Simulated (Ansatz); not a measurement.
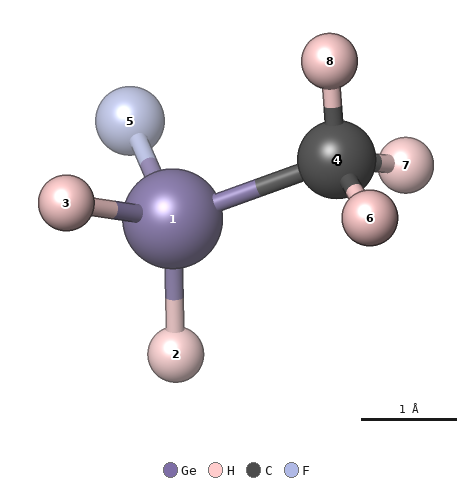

Figure 1. The structure as given in the input (ball-and-stick view, seen at a tilt; atoms are numbered from 1 in the order of the input). Sticks mark near contacts. Bond lengths as drawn: C–Ge 1.94 Å, C–H 1.09 Å, F–Ge 1.75 Å and Ge–H 1.54 Å.

Run report: CH5FGe, single-point calculation

CH5FGe, computed with RKS r2SCAN0-D4/def2-TZVPP (Ansatz 0.2.0).

The geometry comes from this level: PBE0-D4/def2-TZVP.

Input
```yaml
crystal:
  periodic: [false, false, false]
  atoms:
    - {symbol: Ge, position_ang: [-0.962371, 0.638086, -0.114302]}
    - {symbol: H, position_ang: [-2.109464, -0.212729, -0.683984]}
    - {symbol: H, position_ang: [-1.451401, 2.028540, 0.323518]}
    - {symbol: C, position_ang: [0.076902, -0.276493, 1.239599]}
    - {symbol: F, position_ang: [0.119351, 0.924565, -1.457188]}
    - {symbol: H, position_ang: [-0.546078, -0.500921, 2.107488]}
    - {symbol: H, position_ang: [0.469557, -1.210692, 0.837149]}
    - {symbol: H, position_ang: [0.909769, 0.351572, 1.556795]}
basis:
  gaussian: {orbitals: def2-TZVPP}
hamiltonian: {xc: {name: r2SCAN0}, dispersion: d4}
```

Hardware: 8 threads of Arm Neoverse V1, 23 GiB of memory available, shared host.

Command:
```bash
ansatz run in.yaml --threads 8 --pin off --events-out ev --progress --plain --max-ram 19148MiB
```

Log
```
Functional definition: r2SCAN0
  name "r2SCAN0"
  cite "Bursch, Neugebauer, Ehlert & Grimme, J. Chem. Phys. 156, 134105 (2022) doi:10.1063/5.0086040"
  cite "Furness, Kaplan, Ning, Perdew & Sun, J. Phys. Chem. Lett. 11, 8208 (2020) doi:10.1021/acs.jpclett.0c02405"
  cite "Furness, Kaplan, Ning, Perdew & Sun, J. Phys. Chem. Lett. 11, 9248 (2020) doi:10.1021/acs.jpclett.0c03077"
  parent r2scan
  parameter a = 0.25
  parameter k0 = 0.174
  parameter k1 = 0.065
  parameter a1 = 4.9479
  exchange = (1 - a)*r2scan_x(k0 = k0, k1 = k1, a1 = a1) + a*exact_x
  correlation = r2scan_c
1032 factors; their error is unknown
mean field evaluation 1: about -60347.5763 eV, gradient 5.5e1 eV
mean field evaluation 2: about -60344.6931 eV, gradient 6.9e1 eV
mean field evaluation 4: about -60353.1433 eV, gradient 2.8e0 eV
mean field evaluation 8: about -60353.1641 eV, gradient 2.6e-2 eV
mean field evaluation 16: about -60353.4403 eV, gradient 2.0e-5 eV
mean field -60353.44026150 eV, -2217.9480205790 hartree, gradient 2.0e-5 eV, S^2 0.000000; 0 other end points of the search recorded, 0 dependent functions left out
reference -60353.44026959 eV, -2217.9480208764 hartree; 26, 26 occupied and 154, 154 virtual orbitals, 1032 factors
Total energy: -60353.47053009 eV, -2217.9491329291 hartree
```

Key numbers

| quantity | value |
| --- | --- |
| outcome | converged |
| total energy | −60353.4705 eV |
| mean-field energy | −60353.4403 eV |
| dispersion energy | −0.0303 eV |
| SCF solution under orbital rotations | stable |
| wall time | 1.8 s (CPU time 10 s) |
| peak memory | 0.49 GiB |
